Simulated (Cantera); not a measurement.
Feed: 1 mol C2H2, 0.028 mol CO2, equilibrated at 0.133 bar.

Cantera equilibrium calculation (NASA polynomials, part measured and part estimated; ideal gas, pure solids and liquids). Candidate condensed phases: C, C6H6, C7H8, C8H18, H2O; 110 gas species. Equilibrium is a limit: real reactors are often held back by kinetics, nucleation or transport.

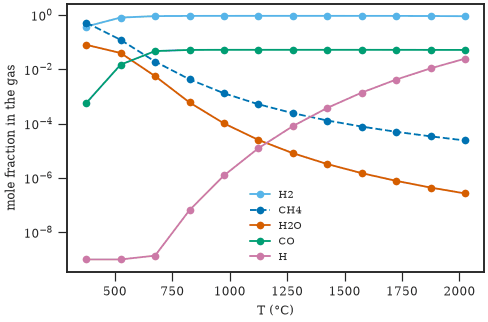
Figure: Equilibrium gas composition (values under 1e-9 drawn at 1e-9)

Problem. Read off the mole fractions at 1875 °C.

Solution. H2 about 0.93, CO about 0.053, H about 0.011, CH4 about 3.4e-5, H2O about 4.5e-7.
